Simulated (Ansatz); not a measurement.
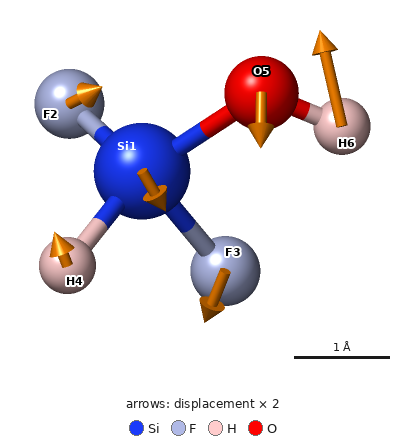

This is a relaxation of SiH₂OF₂. The starting structure is drawn; orange arrows show the displacements, magnified 2 times. The two geometries are superimposed by the best rigid fit.

The picture is a ball-and-stick view, seen from a free direction.

It is one of the separated products of a reaction.

Theory: RKS PBE0-D4/def2-TZVP in Ansatz. Settings: force threshold 0.005 eV/Å; at most 200 steps.

Question: Describe the change and its energy.

Answer: H6 moves most after the best rigid fit: 0.52 Å. By element the largest moves are H 0.52 Å, F 0.33 Å, O 0.31 Å, Si 0.27 Å. Some distances before and after: Si1–F3 1.630 → 1.584 Å, Si1–O5 1.653 → 1.614 Å, Si1–F2 1.609 → 1.584 Å, Si1–H4 1.477 → 1.463 Å. Bond angles that change, for instance: F3–Si1–O5 97.9° → 111.2°, H4–Si1–O5 121.5° → 108.5°, F3–Si1–H4 97.6° → 110.2°. After 9 accepted moves (10 points after the start) the energy has fallen by 0.635 eV. Largest force component: 3.1 eV/Å at the start, 0.00094 eV/Å at the end. The line search rejected the trial step at point 6 of the run.
